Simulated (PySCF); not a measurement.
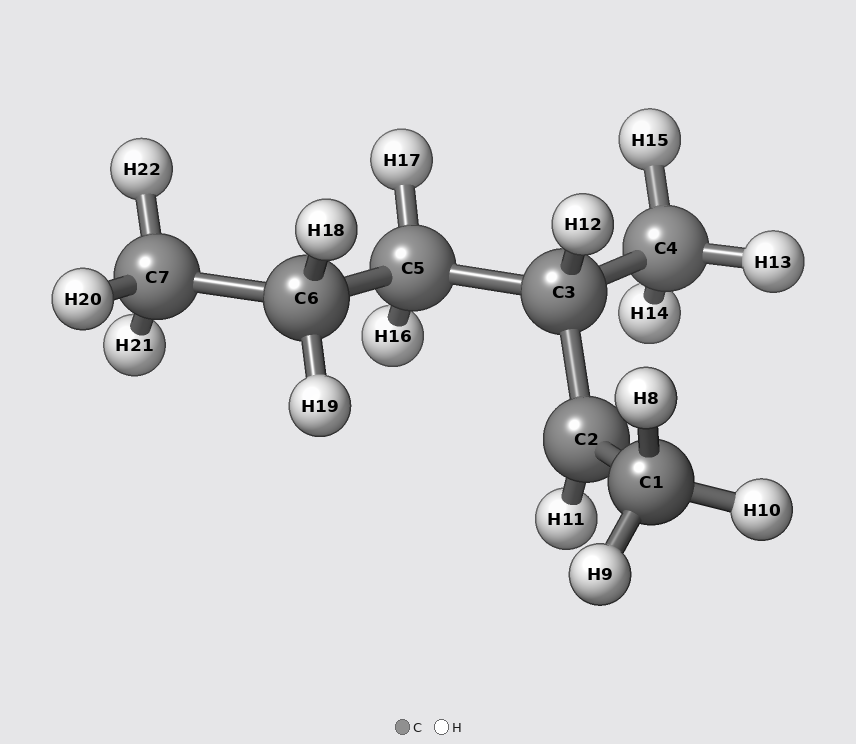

State: neutral, doublet. The geometry was computed by an optimisation with GFN2-xTB. No frequency run is at hand to confirm it as a minimum. Level of theory: UKS B3LYP, pcH-1 on C H, non-relativistic (PySCF 2.14.0).

Give the isotropic hyperfine couplings (Fermi-contact term alone) of C1, C2, C3, C4, C5, C6, C7, H8, H9, H10, H11, H12, H13, H14, H15, H16, H17, H18, H19, H20, H21, H22.

```json
{"atom": "C1", "isotope": "13C", "a_iso (MHz)": "−34.9"}
{"atom": "C2", "isotope": "13C", "a_iso (MHz)": "94.9"}
{"atom": "C3", "isotope": "13C", "a_iso (MHz)": "−30.7"}
{"atom": "C4", "isotope": "13C", "a_iso (MHz)": "70.6"}
{"atom": "C5", "isotope": "13C", "a_iso (MHz)": "39.7"}
{"atom": "C6", "isotope": "13C", "a_iso (MHz)": "5.2"}
{"atom": "C7", "isotope": "13C", "a_iso (MHz)": "−0.6"}
{"atom": "H8", "isotope": "1H", "a_iso (MHz)": "13.6"}
{"atom": "H9", "isotope": "1H", "a_iso (MHz)": "75.7"}
{"atom": "H10", "isotope": "1H", "a_iso (MHz)": "149.6"}
{"atom": "H11", "isotope": "1H", "a_iso (MHz)": "−60.8"}
{"atom": "H12", "isotope": "1H", "a_iso (MHz)": "4.2"}
{"atom": "H13", "isotope": "1H", "a_iso (MHz)": "−2.7"}
{"atom": "H14", "isotope": "1H", "a_iso (MHz)": "−2.3"}
{"atom": "H15", "isotope": "1H", "a_iso (MHz)": "19.1"}
{"atom": "H16", "isotope": "1H", "a_iso (MHz)": "−2.5"}
{"atom": "H17", "isotope": "1H", "a_iso (MHz)": "3.9"}
{"atom": "H18", "isotope": "1H", "a_iso (MHz)": "0.5"}
{"atom": "H19", "isotope": "1H", "a_iso (MHz)": "1.1"}
{"atom": "H20", "isotope": "1H", "a_iso (MHz)": "1.2"}
{"atom": "H21", "isotope": "1H", "a_iso (MHz)": "0.1"}
{"atom": "H22", "isotope": "1H", "a_iso (MHz)": "2.8"}
```
